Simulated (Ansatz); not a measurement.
Where the default PAW files enter, the runs use the earlier of Ansatz's two default sets.

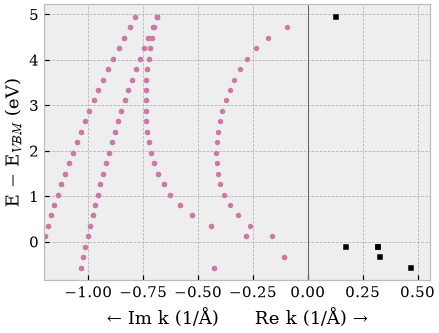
Figure: Complex bands at the centre of the two-dimensional zone; PBEsol run with Ansatz (a first-principles code)

No gap correction and no spin-orbit coupling; mid-gap values are interpolated between computed energies.

**Question.** This is RbCl (Fm-3m, rock salt, 2 atoms a cell, 36.2 Å³ an atom) along the normal of (111). Read off the slowest decay at the centre of the two-dimensional zone at 2.42 eV, the computed energy nearest the middle of the gap.

**Answer.** κ ≈ 0.41 1/Å, a decay length 1/(2κ) of the density of 1.2 Å.
